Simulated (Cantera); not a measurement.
A closed system holds: 1 mol n-butane, a varied amount of CO2, 0.9 mol H2, held at 875 °C and 0.0610 bar.

These are equilibrium values from Cantera (NASA tables, ideal gas, pure condensed phases), not measurements of a reactor. Candidate condensed phases: C, C6H6, C7H8, C8H18, H2O; 110 gas species. Rates play no part.

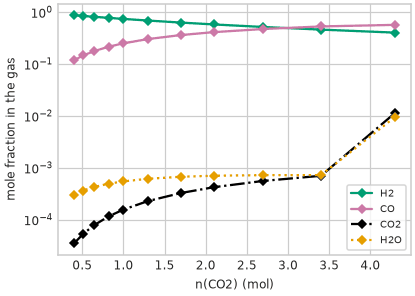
*Equilibrium gas composition (values under 1e-9 drawn at 1e-9)*

From 0.4 mol CO2 to 3.4 mol CO2 the condensed part is C(graphite). At 4.3 mol CO2 nothing is condensed. The main C-bearing gas is CO throughout. The share of C in condensed phases is highest at 0.4 mol CO2 (81.7 %) and lowest at 4.3 mol CO2 (0.0 %).
